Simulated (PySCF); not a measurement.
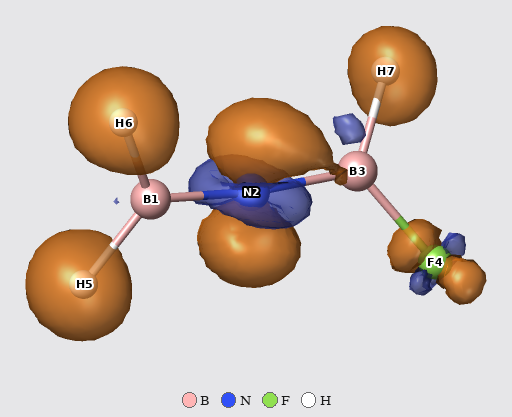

B$_{2}$FH$_{3}$N, doublet, SMILES `B[N]BF`. Fukui function f⁻ = ρ(N) − ρ(N−1) at fixed geometry, surfaces at ±0.05 e/Å³ (orange positive, blue negative).

Level of theory: PBE0/6-311+G** (PySCF), at a geometry from GFN2-xTB. No frequency check shows the geometry to be a minimum. GFN2-xTB doesn't know the spin state, so this open-shell geometry is rough.

> On which atoms does the density change most on removal of an electron?

f⁻ (Hirshfeld-condensed) is largest on N2 (0.20), B1 (0.17) and H5 (0.15); the vertical ionisation energy is 10.66 eV (to the singlet cation, which needn't be its lowest state). Condensed values hint at sites of electrophilic attack but needn't mark the atom that reacts. Shares this close don't rank the sites. Orbital relaxation makes it negative in places (0.13 e in all).

| atom | f⁻ | charge |
| --- | --- | --- |
| B1 | +0.17 | +0.14 |
| N2 | +0.20 | −0.16 |
| B3 | +0.12 | +0.24 |
| F4 | +0.09 | −0.15 |
| H5 | +0.15 | −0.02 |
| H6 | +0.15 | −0.02 |
| H7 | +0.11 | −0.04 |
